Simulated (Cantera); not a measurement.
Charge: 1 mol SiO₂, 250 mol H₂, 0.19 mol H₂O, equilibrated at 3.70 bar.

Method: chemical equilibrium by Gibbs-energy minimisation in Cantera with the NASA 1993 tables (ideal gas, pure condensed phases). Candidate condensed phases: H₂O, Si, SiO₂; 18 gas species. The tables hold silica as quartz up to 1696 K and as liquid above; real silica turns to tridymite and cristobalite and melts near 1996 K. Gases not in the tables: Si(OH)₄. Equilibrium is a limit: real reactors are often held back by kinetics, nucleation or transport.

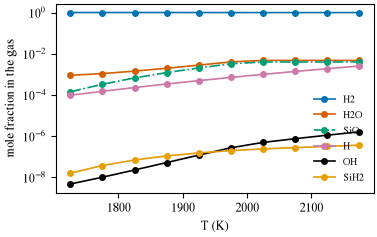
Equilibrium gas composition (values under 1e-9 drawn at 1e-9)

Task: Read off the mole fractions at 1725 K.

Result: H₂ about 1.00, H₂O about 0.00090, SiO about 0.00014, H about 9.6e-5, SiH₂ about 1.6e-8.
